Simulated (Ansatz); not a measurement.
**Run report: BSiNH5F3, single-point calculation**

The run: single-point calculation of BSiNH5F3. Method and program: RKS PBE0-D4/def2-TZVPP (Ansatz 0.2.0).

The geometry comes from this level: PBE0-D4/def2-TZVP.

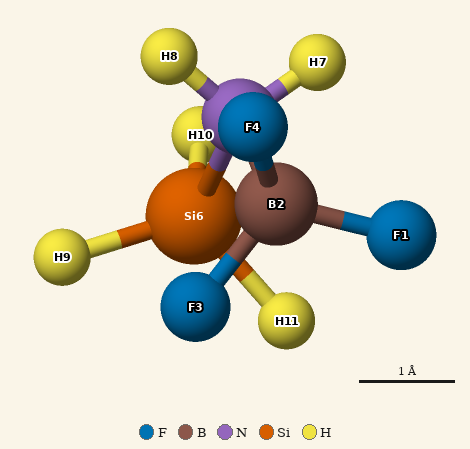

Fig. 1: The structure as given in the input (ball-and-stick view, seen at an oblique angle; atoms are numbered from 1 in the order of the input). Bond lengths as drawn: B–F 1.37 to 1.38 Å, B–N 1.68 Å, H–N 1.02 Å, H–Si 1.47 to 1.48 Å and N–Si 1.81 Å.

The input
```yaml
crystal:
  periodic: [false, false, false]
  atoms:
    - {symbol: F, position_ang: [-1.587373, -1.500868, 0.055003]}
    - {symbol: B, position_ang: [-0.221757, -1.445079, -0.019553]}
    - {symbol: F, position_ang: [0.392666, -1.381104, 1.212221]}
    - {symbol: F, position_ang: [0.333096, -2.365582, -0.863177]}
    - {symbol: N, position_ang: [0.099678, 0.046373, -0.711436]}
    - {symbol: Si, position_ang: [0.159359, 1.356711, 0.535825]}
    - {symbol: H, position_ang: [-0.619106, 0.208456, -1.412318]}
    - {symbol: H, position_ang: [0.982064, -0.036738, -1.210853]}
    - {symbol: H, position_ang: [1.466582, 1.249273, 1.208755]}
    - {symbol: H, position_ang: [0.059517, 2.642234, -0.199499]}
    - {symbol: H, position_ang: [-0.999326, 1.169222, 1.425433]}
basis:
  gaussian: {orbitals: def2-TZVPP}
hamiltonian: {xc: pbe0, dispersion: d4}
output: {orbitals: {seedname: orbitals}}
```

Launched with:
```bash
ansatz run in.yaml --threads 4 --pin off --events-out ev --progress --plain --max-ram 10444MiB
```

Log
```
Functional definition: PBE0
  name "PBE0"
  cite "Adamo & Barone, J. Chem. Phys. 110, 6158 (1999) doi:10.1063/1.478522"
  cite "Perdew, Burke & Ernzerhof, Phys. Rev. Lett. 77, 3865 (1996) doi:10.1103/PhysRevLett.77.3865"
  parent pbe
  parameter a = 0.25
  parameter kappa = 0.804
  parameter beta = 0.06672455060314922
  exchange = (1 - a)*pbe_x(kappa = kappa, mu = beta*pi^2/3) + a*exact_x
  correlation = pbe_c(beta = beta)
1378 factors; their error is unknown
mean field evaluation 1: about -18266.7889 eV, gradient 6.5e1 eV
mean field evaluation 2: about -18262.7502 eV, gradient 8.1e1 eV
mean field evaluation 4: about -18273.1216 eV, gradient 1.1e0 eV
mean field evaluation 8: about -18273.1748 eV, gradient 3.1e-2 eV
mean field -18273.17480780 eV, -671.5267881840 hartree, gradient 2.1e-5 eV, S^2 0.000000; 0 other end points of the search recorded, 0 dependent functions left out
reference -18273.17484369 eV, -671.5267895028 hartree; 29, 29 occupied and 238, 238 virtual orbitals, 1378 factors
Total energy: -18273.35934122 eV, -671.5335696619 hartree
```

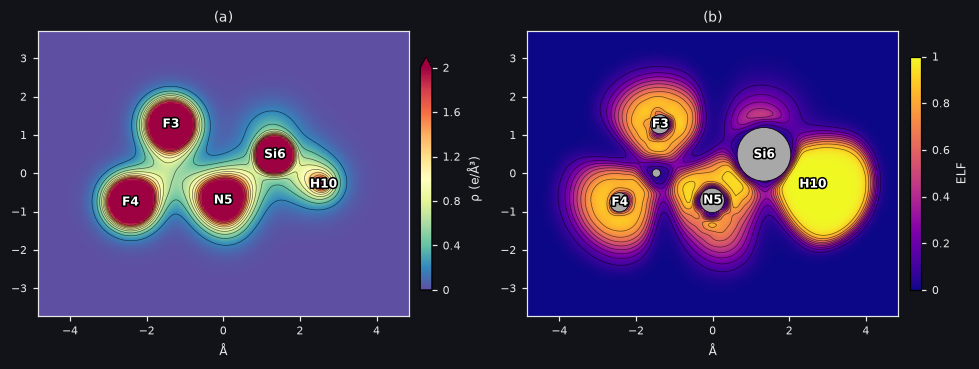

Fig. 2: (a) electron density; (b) ELF on the plane of atoms N5, Si6 and H10. Grey discs, where drawn, cover atomic cores. Si–H (1.48 Å): ρ at the midpoint is about 0.83 e/Å³; the ELF climbs to about 1 towards the hydrogen, as it does in any bond to H.

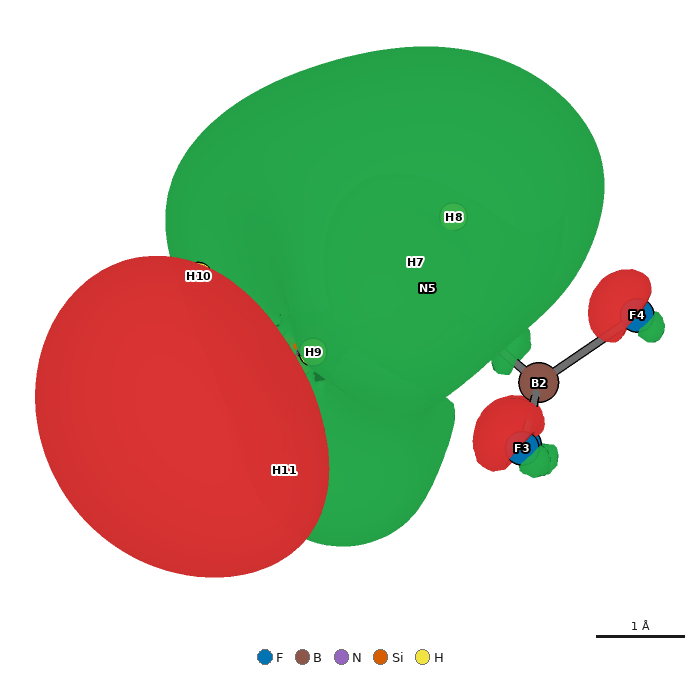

Fig. 3: One frontier orbital at ±0.05 Å⁻³ᐟ² (green and red are the two phases), seen at a tilt. The LUMO, at −0.70 eV. It lies mainly on Si6 (45 %), N5 (10 %), H8 (10 %) and H7 (10 %).

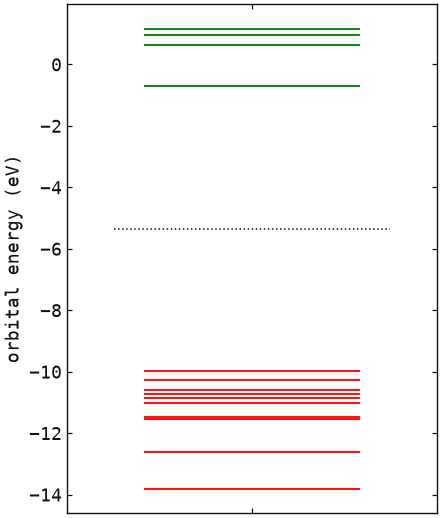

Fig. 4: Orbital energies near the frontier; the dotted line parts filled from empty levels, and levels within 0.02 eV of each other stand side by side. Highest filled −9.99 eV, lowest empty −0.70 eV, 9.29 eV apart.

Summary

```json
{"quantity": "outcome", "value": "converged"}
{"quantity": "total energy", "value": "−18273.3593 eV"}
{"quantity": "mean-field energy", "value": "−18273.1748 eV"}
{"quantity": "dispersion energy", "value": "−0.1845 eV"}
{"quantity": "SCF solution under orbital rotations", "value": "stable"}
{"quantity": "HOMO", "value": "−9.99 eV"}
{"quantity": "LUMO", "value": "−0.70 eV"}
{"quantity": "hardware", "value": "4 threads of Arm Neoverse V1, 23 GiB of memory available, shared host"}
{"quantity": "wall time", "value": "4 s (CPU time 14 s)"}
{"quantity": "peak memory", "value": "0.7 GiB"}
```
